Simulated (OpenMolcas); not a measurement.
# W⁴⁺ complex: multiconfigurational calculation

System: W⁴⁺ with 6 ligands (F; octahedron, 2.178 Å), embedded in Cs2NaYF6 by model potentials and point charges, whose field is part of the energies.
Method: state-averaged CASSCF, active space 2 electrons in the shell 5d, basis ANO-RCC-VTZP on the metal and ANO-RCC-VDZP on the ligands, DKH2 scalar Hamiltonian, spin-orbit coupling by RASSI with atomic mean-field integrals (OpenMolcas).

### Input
```
&GATEWAY
Basis set
W.ANO-RCC-VTZP.
W1 0.0 0.0 0.0 Angstrom
End of basis
Basis set
F.ANO-RCC-VDZP.
L1 2.178000 0.000000 0.000000 Angstrom
L2 0.000000 2.178000 0.000000 Angstrom
L3 0.000000 0.000000 2.178000 Angstrom
End of basis
Basis set
Na.EMB-AIMP.Ruiperez.7s4p.1s1p.ECP.Cs2NaYF6.
PseudoCharge
* 3 symmetry-unique lattice sites within 7.6 angstrom
End of basis
Basis set
Cs.EMB-AIMP.Ruiperez.0s.0s.ECP.Cs2NaYF6.
PseudoCharge
* 16 symmetry-unique lattice sites within 7.6 angstrom
End of basis
Basis set
F.EMB-AIMP.Ruiperez.0s.0s.ECP.Cs2NaYF6.
PseudoCharge
* 27 symmetry-unique lattice sites within 7.6 angstrom
End of basis
Basis set
Y.EMB-AIMP.Ruiperez.0s.0s.ECP.Cs2NaYF6.
PseudoCharge
* 6 symmetry-unique lattice sites within 7.6 angstrom
End of basis
Symmetry
XYZ
AngMom=0.0 0.0 0.0
AMFI
RICD
XField
1537 Angstrom 0
* Evjen-weighted lattice charges
&SEWARD
&RASSCF
FileOrb=start.orb
Symmetry=1
Spin=3
nActEl=2 0 0
Inactive=30 34
Ras2=5 0
CIRoot=10 10 1
SDav=10
CIMx=300
Iter=150 100
PrWF=0.3
OrbListing=Nothing
MaxOrb=0
LevShft=1.0
>>> COPY $Project.JobIph JOB001
&RASSCF
FileOrb=start.orb
Symmetry=1
Spin=1
nActEl=2 0 0
Inactive=30 34
Ras2=5 0
CIRoot=15 15 1
SDav=15
CIMx=300
Iter=150 100
PrWF=0.3
OrbListing=Nothing
MaxOrb=0
LevShft=1.0
>>> COPY $Project.JobIph JOB002
&RASSI
NrOfJobIphs=2 10 15
1 2 3 4 5 6 7 8 9 10
1 2 3 4 5 6 7 8 9 10 11 12 13 14 15
IphNames
JOB001
JOB002
EJob
SpinOrbit
DIPRint=1.0
SOCoupling=1000.0
Subsets=2
Property=9
'ANGMOM' 1 'ANGMOM' 2 'ANGMOM' 3 'MLTPL  1' 1 'MLTPL  1' 2 'MLTPL  1' 3
'AMFI' 1 'AMFI' 2 'AMFI' 3
SOProperty=3
'ANGMOM' 1 'ANGMOM' 2 'ANGMOM' 3
```

The file start.orb holds starting orbitals from an earlier step. A driver script formed the levels outside the program, from RASSI's spin-orbit matrix and the active-space energies, averaged over the components of each term or state.

Run as:
```bash
OMP_NUM_THREADS=1 MOLCAS_MEM=2457 MOLCAS_PROJECT=a pymolcas a.inp > a.log  # once for each step of the input, in one work folder
```

### The program's output (extracts)
```
--- SEWARD ---
Basis set label: W.ANO-RCC...8S7P5D3F2G1H.

      Electronic valence basis set:
      ------------------
      Associated Effective Charge  74.000000 au
      Associated Actual Charge     74.000000 au
      Nuclear Model: Point charge

      Shell  nPrim  nBasis  Cartesian Spherical Contaminant
         s      24       8        X
         p      21       7        X
         d      15       5                 X
         f      11       3                 X
         g       4       2                 X
         h       2       1                 X
                  Relativistic Douglas-Kroll-Hess integrals:
                    - DKH order of Hamiltonian: 2
                    - DKH order of Properties : 0
                  Atomic mean-field integrals
--- RASSCF ---
Wave function specifications:
      -----------------------------

      Number of closed shell electrons         128
      Number of electrons in active shells       2
      Max number of holes in RAS1 space          0
      Max nr of electrons in RAS3 space          0
      Number of inactive orbitals               64
      Number of active orbitals                  5
      Number of secondary orbitals             143
      Spin quantum number                      1.0
      State symmetry                             1
Orbital specifications:
      -----------------------

      Symmetry species                           1   2
                                                ag  au
      Frozen orbitals                            0   0
      Inactive orbitals                         30  34
      Active orbitals                            5   0
      RAS1 orbitals                              0   0
      RAS2 orbitals                              5   0
      RAS3 orbitals                              0   0
      Secondary orbitals                        70  73
      Deleted orbitals                           0   0
      Number of basis functions                105 107
      Number of CSFs                            10
      Number of root(s) required                10
      Iter CI   SX   CI       RASSCF       Energy    max ROT     max BLB   max BLB  Level Ln srch  Step   QN
          iter iter root      energy       change     param      element    value   shift minimum  type update
 Nr of preliminary CI iterations:   1
      Total energies have been shifted. Add               -16000.00 au
        1   1   14    0  -724.47363144    0.00E+00  -1.14E-01*  19  69 1 -2.87E-01*  0.98   0.00    SX    NO
        2   1   14    0  -725.40984478   -9.36E-01* -8.53E-02   30  33 1  1.76E-01*  0.70   0.00    SX    NO
        3   1   14    0  -725.60298919   -1.93E-01* -4.49E-02   30  33 1  9.15E-02*  0.66   0.00    SX    NO
        4   1   13    0  -725.64411696   -4.11E-02* -2.05E-02   13  38 2 -5.32E-02*  0.70   0.00    SX    NO
        5   1   13    0  -725.65455145   -1.04E-02* -2.31E-02   13  38 2  4.02E-02*  0.70   1.18    QN   YES
        6   1   11    0  -725.65960675   -5.06E-03*  5.54E-03   11  36 2  6.00E-03*  0.72   1.12    QN   YES
        7   1   11    0  -725.65989381   -2.87E-04* -2.85E-03   22  70 2 -1.77E-03*  0.72   1.39    QN   YES
        8   1    9    0  -725.65994874   -5.49E-05*  5.51E-04   25  32 1  8.12E-04*  0.72   1.20    QN   YES
        9   1    9    0  -725.65995599   -7.26E-06* -5.35E-04   19  31 1  4.56E-04*  0.72   1.59    QN   YES
       10   1    9    0  -725.65995901   -3.01E-06* -2.16E-04   19  31 1  1.59E-04*  0.72   1.31    QN   YES
       11   1    8    0  -725.65995958   -5.70E-07* -1.07E-04   23  43 2 -8.11E-05   0.72   1.36    QN   YES
       12   1    7    0  -725.65995968   -1.07E-07* -3.09E-05   22  63 2  3.26E-05   0.72   1.25    QN   YES
       13   1    6    0  -725.65995970   -1.36E-08*  1.09E-05   22  63 2  1.37E-05   0.72   1.43    QN   YES
       14   1    5    0  -725.65995970   -1.77E-09   3.95E-06   19  44 2  4.81E-06   0.72   2.50    QN   YES
      Convergence after 14 iterations
       15   1    5    0  -725.65995970    6.48E-10   3.95E-06   19  44 2  1.63E-06   0.72   2.50    QN   YES
      Natural orbitals and occupation numbers for root  1
      sym 1:   0.017387   0.982613  -0.000000   0.982613   0.017387
      Natural orbitals and occupation numbers for root  2
      sym 1:   0.982692   0.982692   0.017308   0.017308   0.000000
      Natural orbitals and occupation numbers for root  3
      sym 1:   0.982718   0.017282   0.017282   0.982718   0.000000
::    RASSCF root number  1 Total energy: -16725.75413582
::    RASSCF root number  2 Total energy: -16725.75413582
::    RASSCF root number  3 Total energy: -16725.75413582
::    RASSCF root number  4 Total energy: -16725.65233764
::    RASSCF root number  5 Total energy: -16725.65233764
::    RASSCF root number  6 Total energy: -16725.65233764
::    RASSCF root number  7 Total energy: -16725.61190030
::    RASSCF root number  8 Total energy: -16725.61190030
::    RASSCF root number  9 Total energy: -16725.61190029
::    RASSCF root number 10 Total energy: -16725.54447572
--- RASSCF ---
Wave function specifications:
      -----------------------------

      Number of closed shell electrons         128
      Number of electrons in active shells       2
      Max number of holes in RAS1 space          0
      Max nr of electrons in RAS3 space          0
      Number of inactive orbitals               64
      Number of active orbitals                  5
      Number of secondary orbitals             143
      Spin quantum number                      0.0
      State symmetry                             1
Orbital specifications:
      -----------------------

      Symmetry species                           1   2
                                                ag  au
      Frozen orbitals                            0   0
      Inactive orbitals                         30  34
      Active orbitals                            5   0
      RAS1 orbitals                              0   0
      RAS2 orbitals                              5   0
      RAS3 orbitals                              0   0
      Secondary orbitals                        70  73
      Deleted orbitals                           0   0
      Number of basis functions                105 107
      Number of CSFs                            15
      Number of root(s) required                15
      Iter CI   SX   CI       RASSCF       Energy    max ROT     max BLB   max BLB  Level Ln srch  Step   QN
          iter iter root      energy       change     param      element    value   shift minimum  type update
 Nr of preliminary CI iterations:   1
      Total energies have been shifted. Add               -16000.00 au
        1   1   11    0  -725.61187790    0.00E+00  -7.88E-03   32  47 1 -4.51E-03*  0.69   0.00    SX    NO
        2   1   11    0  -725.61218343   -3.06E-04*  3.40E-03   24  35 1  2.62E-03*  0.69   0.00    SX    NO
        3   1   10    0  -725.61225850   -7.51E-05*  1.63E-03   25  32 1 -1.60E-03*  0.69   0.00    SX    NO
        4   1   10    0  -725.61228041   -2.19E-05*  7.53E-04   25  32 1 -1.04E-03*  0.69   0.00    SX    NO
        5   1    9    0  -725.61228738   -6.97E-06*  8.23E-04   25  32 1 -6.33E-04*  0.69   2.10    LS   YES
        6   1    9    0  -725.61228995   -2.58E-06*  3.09E-04   18  38 2 -1.18E-03*  0.69   0.99    QN   YES
        7   1    8    0  -725.61229065   -6.95E-07*  1.96E-04   18  38 2  7.19E-04*  0.69   0.64    QN   YES
        8   1    7    0  -725.61229106   -4.09E-07* -6.53E-05   22  45 1 -1.01E-04*  0.69   1.12    QN   YES
        9   1    7    0  -725.61229111   -5.39E-08*  6.90E-05   22  45 1 -6.13E-05   0.69   1.34    QN   YES
       10   1    6    0  -725.61229114   -2.44E-08* -1.31E-05   16  36 2 -2.14E-05   0.69   1.13    QN   YES
       11   1    5    0  -725.61229114   -5.12E-09  -9.08E-06   24  35 1 -8.22E-06   0.69   1.06    QN   YES
      Convergence after 11 iterations
       12   1    5    0  -725.61229114    1.56E-10  -9.08E-06   22  45 1  4.24E-06   0.69   1.06    QN   YES
      Natural orbitals and occupation numbers for root  1
      sym 1:   1.106441   0.861360   0.000001   0.029898   0.002299
      Natural orbitals and occupation numbers for root  2
      sym 1:   1.035159   0.005211   0.000000   0.945823   0.013806
      Natural orbitals and occupation numbers for root  3
      sym 1:   0.010575   0.996596   0.009261   0.983569   0.000000
::    RASSCF root number  1 Total energy: -16725.70746456
::    RASSCF root number  2 Total energy: -16725.70746456
::    RASSCF root number  3 Total energy: -16725.70746456
::    RASSCF root number  4 Total energy: -16725.70704287
::    RASSCF root number  5 Total energy: -16725.70704287
::    RASSCF root number  6 Total energy: -16725.64916057
::    RASSCF root number  7 Total energy: -16725.60235100
::    RASSCF root number  8 Total energy: -16725.60235100
::    RASSCF root number  9 Total energy: -16725.60235100
::    RASSCF root number 10 Total energy: -16725.59055970
::    RASSCF root number 11 Total energy: -16725.59055970
::    RASSCF root number 12 Total energy: -16725.59055970
::    RASSCF root number 13 Total energy: -16725.49318824
::    RASSCF root number 14 Total energy: -16725.49318824
::    RASSCF root number 15 Total energy: -16725.43361854
--- RASSI ---
SPIN-FREE ENERGIES:
  (Shifted by EMIN (a.u.) =     -16725.7541358205)

 SF State       Relative EMIN(au)   Rel lowest level(eV)    D:o, cm**(-1)

     1             0.0000000000        0.0000000000              0.0000
     2             0.0000000000        0.0000000000              0.0000
     3             0.0000000000        0.0000000000              0.0000
    11             0.0466712623        1.2699897464          10243.1581
    12             0.0466712623        1.2699897464          10243.1581
    13             0.0466712623        1.2699897464          10243.1581
    14             0.0470929496        1.2814644403          10335.7077
    15             0.0470929496        1.2814644403          10335.7077
     4             0.1017981840        2.7700697052          22342.1189
     5             0.1017981840        2.7700697052          22342.1189
     6             0.1017981840        2.7700697052          22342.1189
    16             0.1049752532        2.8565221612          23039.4050
     9             0.1422355250        3.8704258093          31217.0894
     7             0.1422355250        3.8704258093          31217.0894
     8             0.1422355250        3.8704258093          31217.0894
    17             0.1517848180        4.1302753089          33312.9170
    18             0.1517848180        4.1302753089          33312.9170
    19             0.1517848180        4.1302753089          33312.9170
    20             0.1635761211        4.4511330126          35900.8089
    21             0.1635761211        4.4511330126          35900.8089
    22             0.1635761219        4.4511330338          35900.8091
    10             0.2096601005        5.7051419759          46015.0733
    23             0.2609475819        7.1007454400          57271.3743
    24             0.2609475819        7.1007454400          57271.3743
    25             0.3205172802        8.7217195108          70345.4119
     Dipole printing threshold changed to   1.00000000E+00
Eigenvalues of complex Hamiltonian:
   -----------------------------------
  (Shifted by EMIN (a.u.) =     -16725.7541358205)

 SO State       Relative EMIN(au)   Rel lowest level(eV)    D:o, cm**(-1)

     1            -0.0141382090        0.0000000002              0.0000
     2            -0.0141382090        0.0000000000              0.0000
     3            -0.0124362894        0.0463115927            373.5282
     4            -0.0124362894        0.0463115925            373.5282
     5            -0.0124362894        0.0463115926            373.5282
     6             0.0057700424        0.5417311184           4369.3561
     7             0.0057700424        0.5417311185           4369.3561
     8             0.0057700424        0.5417311186           4369.3561
     9             0.0117533991        0.7045465503           5682.5512
    10             0.0434218910        1.5662901155          12632.9817
    11             0.0434218910        1.5662901155          12632.9817
    12             0.0434218911        1.5662901158          12632.9817
    13             0.0465686452        1.6519176586          13323.6145
    14             0.0465686452        1.6519176585          13323.6145
    15             0.0955134228        2.9837729051          24065.7515
    16             0.1002873998        3.1136794374          25113.5183
    17             0.1002873997        3.1136794369          25113.5183
    18             0.1002873997        3.1136794360          25113.5183
    19             0.1015882576        3.1490775831          25399.0236
    20             0.1046173745        3.2315040517          26063.8379
    21             0.1046173744        3.2315040509          26063.8379
    22             0.1046173745        3.2315040528          26063.8379
    23             0.1058078222        3.2638977857          26325.1110
    24             0.1058078222        3.2638977843          26325.1110
    25             0.1366173633        4.1022681072          33087.0237
    26             0.1375954734        4.1288838403          33301.6940
    27             0.1375954735        4.1288838405          33301.6940
    28             0.1375954735        4.1288838410          33301.6940
    29             0.1404273623        4.2059434620          33923.2218
    30             0.1404273623        4.2059434623          33923.2218
    31             0.1404273623        4.2059434619          33923.2218
    32             0.1495919150        4.4553236463          35934.6086
    33             0.1495919151        4.4553236479          35934.6086
    34             0.1590898453        4.7137754960          38019.1634
    35             0.1590898453        4.7137754955          38019.1634
    36             0.1590898454        4.7137754969          38019.1634
    37             0.1659117012        4.8994076500          39516.3877
    38             0.1659117012        4.8994076503          39516.3877
    39             0.1659117019        4.8994076703          39516.3878
    40             0.2150749196        6.2372069759          50306.4669
    41             0.2150749196        6.2372069756          50306.4669
Weights of the five most important spin-orbit-free states for each spin-orbit state.

 SO State  Total energy (au)           Spin-free states, spin, and weights
 -------------------------------------------------------------------------------------------------------
    1        -0.014138       2 1.0  0.5205    3 1.0  0.3987   15 0.0  0.0374    4 1.0  0.0198    1 1.0  0.0084
    2        -0.014138       1 1.0  0.6100    3 1.0  0.2197    2 1.0  0.0979   14 0.0  0.0374    5 1.0  0.0169
    3        -0.012436       2 1.0  0.4419    3 1.0  0.4365    1 1.0  0.0627   13 0.0  0.0307    5 1.0  0.0086
    4        -0.012436       1 1.0  0.4088    3 1.0  0.3015    2 1.0  0.2309   11 0.0  0.0274    4 1.0  0.0077
    5        -0.012436       1 1.0  0.4696    2 1.0  0.2683    3 1.0  0.2032   12 0.0  0.0291    4 1.0  0.0091
    6         0.005770       3 1.0  0.4836    2 1.0  0.4801    1 1.0  0.0195    6 1.0  0.0063    5 1.0  0.0062
    7         0.005770       3 1.0  0.4902    1 1.0  0.4809    2 1.0  0.0120    6 1.0  0.0064    4 1.0  0.0062
    8         0.005770       2 1.0  0.4911    1 1.0  0.4828    3 1.0  0.0093    5 1.0  0.0064    4 1.0  0.0063
    9         0.011753       1 1.0  0.3190    3 1.0  0.3190    2 1.0  0.3190   16 0.0  0.0317    9 1.0  0.0037
   10         0.043422      13 0.0  0.8863    5 1.0  0.0273    6 1.0  0.0270    2 1.0  0.0214    3 1.0  0.0213
   11         0.043422      12 0.0  0.7545   11 0.0  0.1367    4 1.0  0.0273    6 1.0  0.0270    1 1.0  0.0214
   12         0.043422      11 0.0  0.7504   12 0.0  0.1360    5 1.0  0.0271    4 1.0  0.0270    1 1.0  0.0213
```

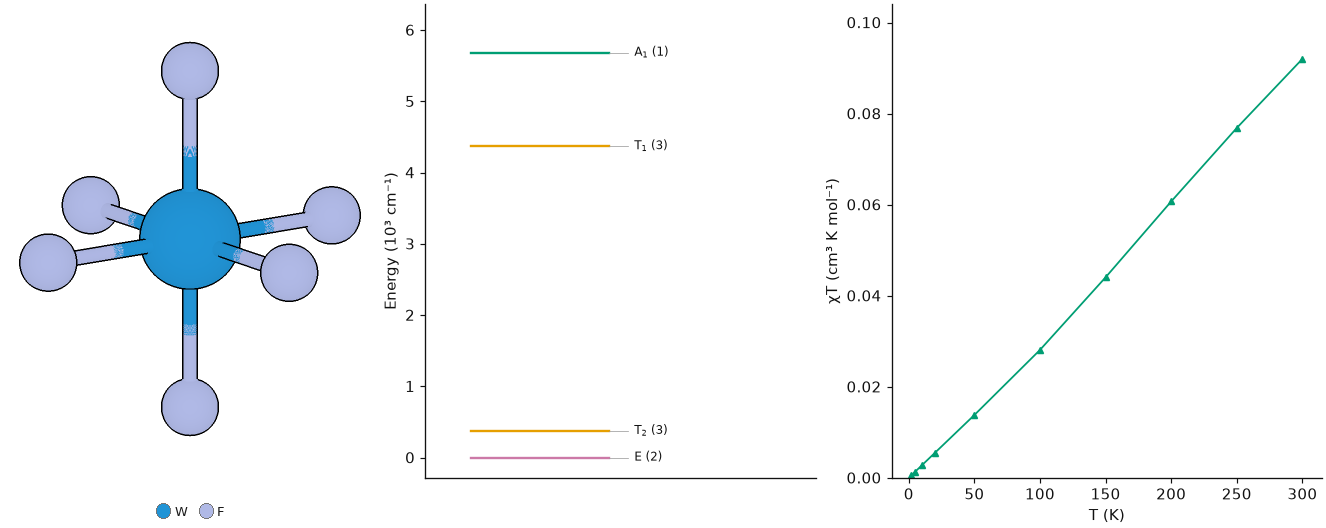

*W⁴⁺ (5d²) as a dopant in Cs₂NaYF₆, a cluster with its 6 nearest F⁻ at 2.178 Å (octahedron) embedded in model potentials and point charges; the geometry was set, not optimised, and its levels and susceptibility. Labels give the representation in O, Td, D4 or D3 as the site allows (double group for half-integer spin) where it could be assigned and, in brackets, the degeneracy; spin-free states, where drawn, share the zero of the spin-orbit levels. Powder susceptibility by Van Vleck's formula.*

The ground level is E, doubly degenerate, 96 % from states of spin multiplicity 3. Its principal g values are all close to zero. The next level lies at 374 cm⁻¹ (T₂). χT is close to 0 cm³ K mol⁻¹ at 2 K and 0.0920 at 300 K, an effective moment of 0.86 μB. The active orbitals hold 80 to 92 % metal character (Löwdin), and the Mulliken charge of the metal is +2.58.

### Summary

```
                                 quantity                                                                  value
                                  outcome                                                              converged
      energy of the lowest spin-free term                                                   −16725.75414 hartree
    energy of the lowest spin-orbit level                                                   −16725.76827 hartree
largest spread among components of a term                                                               0.0 cm⁻¹
                                 hardware  1 thread of AMD EPYC (Zen 5), 16 GiB of memory available, shared host
                                wall time                                                                   40 s
                              peak memory                                                               0.65 GiB
```

### Remarks

Without dynamic correlation the splittings between terms come out too large, often by 20 to 50 %. Caveats: covalent bonds, ligand orbitals missing from the active space; the geometry is set by hand, with no relaxation.
